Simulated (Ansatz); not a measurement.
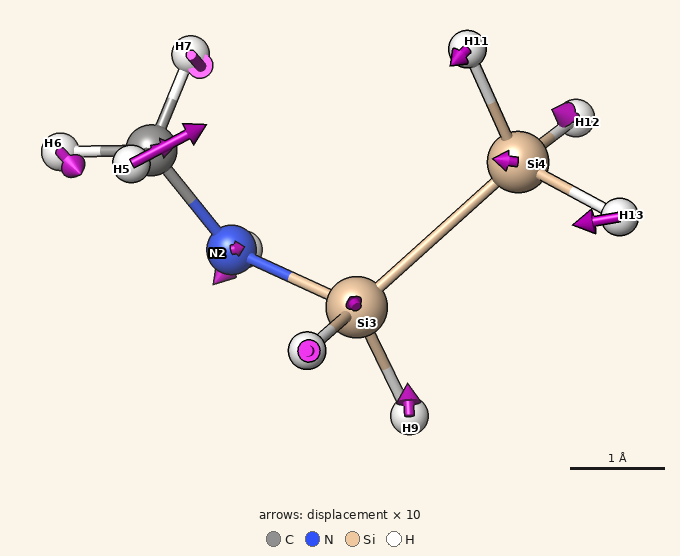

This is a relaxation of CH₉NSi₂. The starting structure is drawn; purple arrows show the displacements, magnified 10 times. The two geometries are superimposed by the best rigid fit.

A ball-and-stick model, seen at a tilt.

The start comes from PBE-D4/def2-SVP.

Computed with RKS PBE0-D4/def2-TZVP (Ansatz).

Input
```yaml
crystal:
  periodic: [false, false, false]
  atoms:
    - {symbol: C, position_ang: [-0.540160, 1.743242, -0.829590]}
    - {symbol: N, position_ang: [-0.744401, 1.096316, 0.456315]}
    - {symbol: Si, position_ang: [0.371536, -0.086865, 1.106921]}
    - {symbol: Si, position_ang: [0.579928, -2.082764, -0.157337]}
    - {symbol: H, position_ang: [0.533416, 2.002923, -0.949543]}
    - {symbol: H, position_ang: [-1.108352, 2.697065, -0.888585]}
    - {symbol: H, position_ang: [-0.825731, 1.127743, -1.718356]}
    - {symbol: H, position_ang: [-1.732418, 0.951300, 0.684761]}
    - {symbol: H, position_ang: [-0.112946, -0.431562, 2.491376]}
    - {symbol: H, position_ang: [1.736812, 0.550766, 1.184444]}
    - {symbol: H, position_ang: [1.006104, -1.770789, -1.570603]}
    - {symbol: H, position_ang: [-0.741393, -2.807805, -0.232492]}
    - {symbol: H, position_ang: [1.597907, -3.024371, 0.437588]}
basis:
  gaussian: {orbitals: def2-TZVP}
hamiltonian: {xc: pbe0, dispersion: d4}
relax: {f_tol: 0.005, max_steps: 150}
```

> Describe the change and its energy.

The atom that moves furthest after the best rigid fit is H5 (0.093 Å). By element the largest moves are H 0.093 Å, Si 0.029 Å, C 0.028 Å, N 0.016 Å. Some distances before and after: N2–Si3 1.752 → 1.722 Å, C1–H7 1.118 → 1.098 Å, C1–H5 1.111 → 1.093 Å, Si3–H10 1.509 → 1.491 Å. The energy falls by 0.052 eV in 8 accepted moves (9 points after the start). The largest force component goes from 0.65 to 0.0027 eV/Å. The line search rejected the trial step at point 3 of the run. The run took about 60 core-seconds on a shared host.
